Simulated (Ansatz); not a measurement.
Cost and result by functional for the adsorption energy of SiH3 on the 1x1 (0001) surface of hcp Ru, one in a 2x2 cell, started at the site 'hollow Ru-Ru-Ru over Ru at depth 2.1 Å', in Ansatz (plane waves, PAW). Single points on the PBE structure, on one kind of machine; costs are rough ratios of the slab run's core time (references not counted) to the cheapest single point. r2SCAN's cost holds its higher cutoff (500 against 420 eV). Differences are taken against r2SCAN for comparison alone: no measured value is at hand, so the table doesn't rank accuracy.

Set-up: 20 atoms, 6.3 Å thick at the start under the adsorbate (thin: gaps and levels are the slab's own); mesh 6x6x1; 0.1 eV smearing; dipole correction on; 8 atoms held, the rest relaxed; held to the start's symmetry, so lower structures may exist; no spin, no spin-orbit, no U, no dispersion correction. At the end it is bonded to 3 Ru. In PBE it is, or lies within 0.03 eV of, the lowest of the starts that converged. These notes are the PBE run's. Adsorption energies are against SiH4(g) − ½ H2(g). A negative adsorption energy means that the adsorbate is more stable on the surface than in its reference.

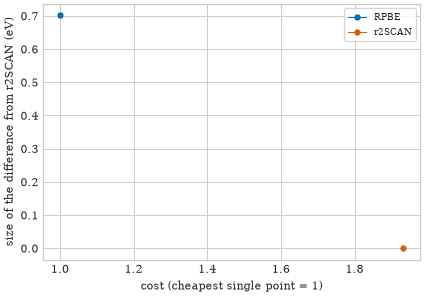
Fig. 1. Difference from r2SCAN against cost

```
functional                     relative cost  adsorption energy (eV)  less r2SCAN (eV)
-----------------------------  -------------  ----------------------  ----------------
RPBE                                       1                   -1.04              0.70
r2SCAN                                     2                   -1.74              0.00
PBE (the relaxed run's value)              –                   -1.57              0.17
```

The values span 0.70 eV, while the single points' costs differ by a factor of roughly 2. Differences are of unrounded values.

Ansatz is a program for electronic structure.
